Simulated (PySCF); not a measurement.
**C$_{2}$H$_{12}$BN$_{2}$Si$_{2}$ (SMILES [CH2]BN([SiH3])[SiH2]NC) (doublet): density, localisation and related maps**

```xyz
19

C    -3.1996    0.9790   -0.9311
B    -1.7432    1.3128   -0.7591
N    -0.8054    0.3900   -0.1922
Si   -1.3207   -1.0035    0.7344
Si    0.8987    0.7629   -0.3566
N     1.7428   -0.7207   -0.1864
C     3.1820   -0.7738   -0.1425
H    -3.6114   -0.0086   -0.7907
H    -3.9230    1.6953   -1.2904
H    -1.3313    2.3491   -1.1353
H    -0.2822   -1.3398    1.7060
H    -1.5449   -2.1264   -0.1906
H    -2.5531   -0.6719    1.4528
H     1.3422    1.6216    0.7489
H     1.0966    1.4303   -1.6521
H     1.3518   -1.5436   -0.6196
H     3.5101   -1.6912    0.3494
H     3.5418    0.0769    0.4306
H     3.6391   -0.7291   -1.1376
```

Geometry: GFN2-xTB.

Computed with UKS B3LYP, pcH-1 on B C H N Si, non-relativistic, mean-field spin-orbit, GIAO (PySCF 2.14.0, density-fitted response routines).

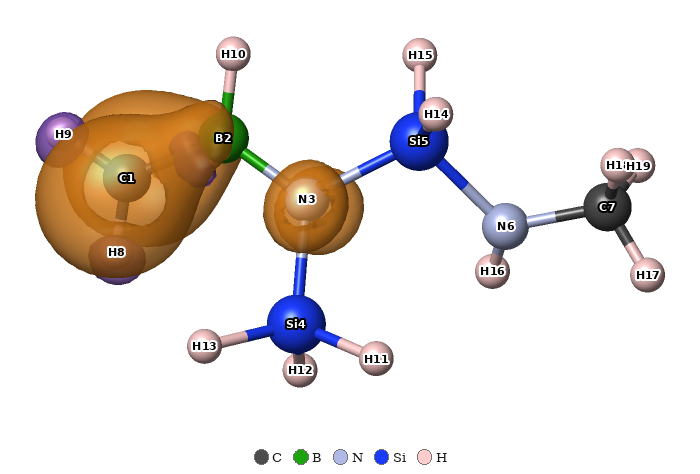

Figure 1. Isosurfaces of the spin density at +0.015 (orange) and −0.015 e/Å³ (purple), seen across its widest extent.

Question: Where is the unpaired spin?

Answer: The unpaired spin (1 electron) lies mostly on C1 (about 0.7), B2 (about 0.1) and N3 (about 0.1), in electrons by Hirshfeld's partition.

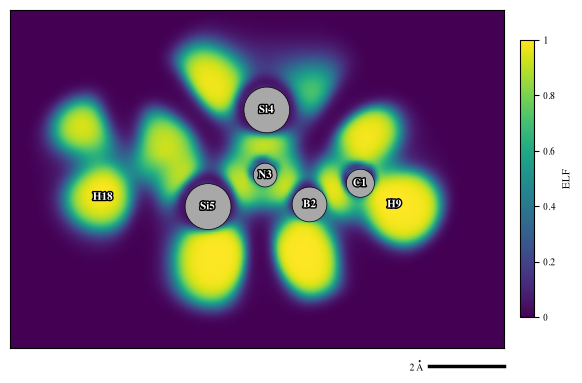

Figure 2. ELF on the plane of atoms Si4, N3 and Si5. Grey discs cover the atomic cores.

Question: Interpret the plot.

Answer: The plane passes through C, B, N, Si and H nuclei. B–N (1.43 Å): the ELF peaks at about 0.90 between the atoms: a polar covalent bond. C–B (1.50 Å): the ELF peaks at about 0.95 between the atoms (localised, covalent bonding). C–H (1.08 Å): the ELF climbs to about 1 towards the hydrogen, as it does in any bond to H (a covalent bond by its length). The ELF also peaks beside N6, away from the bonds: non-bonding electrons, paired or unpaired.

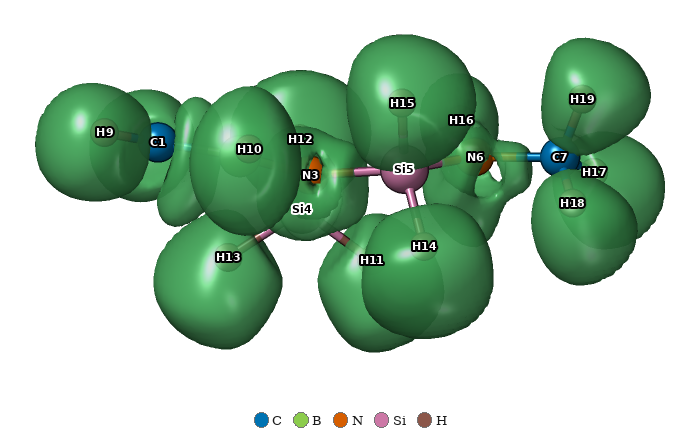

Figure 3. Isosurface of the ELF at 0.75 (green), seen from one side. Only the valence region is drawn (cores and ρ < 0.01 e/Å³ removed).

Question: Identify the bonds, lone pairs and shells in this picture.

Answer: At this value the surface marks out one region between bonded B–C atoms (shared pairs), eleven regions around hydrogen nuclei, one region on N in which the atom's valence shell and bonds are merged and one joined region spread over several atoms (H, N), in which their bonds and any lone pairs are merged.


 C–N (1.44 Å): the ELF peaks at about 0.90 between the atoms, as expected for localised, covalent bonding.

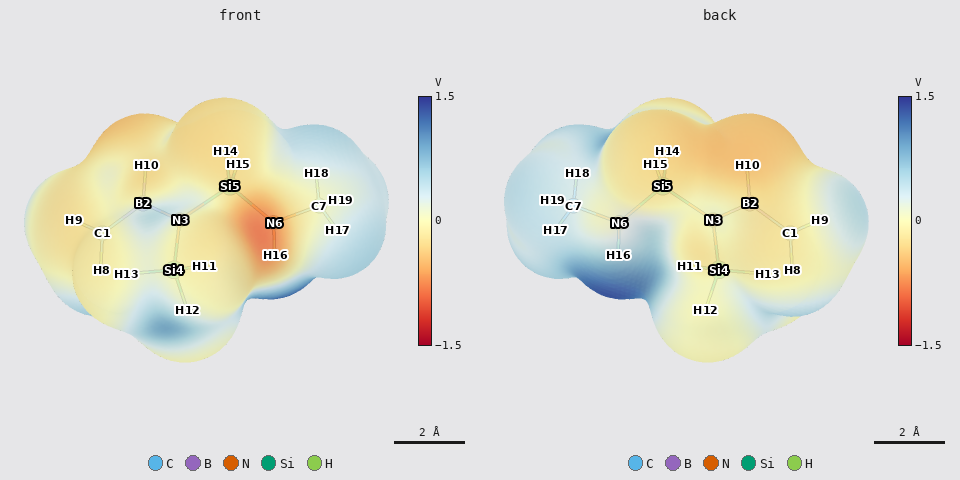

Figure 4. The molecular electrostatic potential painted on the density surface at 0.001 e/bohr³, seen from the front and from behind; red is negative and blue positive.

Question: Describe the electrostatic potential map.

Answer: The most negative region (about −0.8 V) lies over N6 and H11, the most positive (about +1.3 V) over H16.
